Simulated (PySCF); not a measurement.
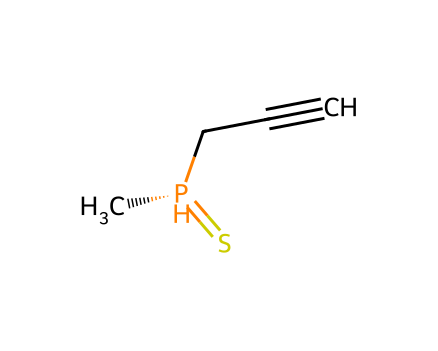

The geometry was computed by an optimisation with GFN2-xTB. No frequency run is at hand to confirm it as a minimum. Method: CAM-B3LYP/def2-SVPD, gas phase (PySCF 2.14.0). Excitations: vertical, linear response.

Q: What is the brightest of the 8 lowest singlets?

A: 6.45 eV.

Q: Estimate the mean static polarisability.

A: 93.5 bohr³.

Q: What is the HOMO energy (Kohn–Sham orbital)?

A: −7.92 eV.

Q: Estimate the dipole moment.

A: 4.28 D.

The geometry is semi-empirical. Around P such bond lengths and angles can be off by a tenth of an ångström or more and by several degrees, and values that hang on the shape move with them.
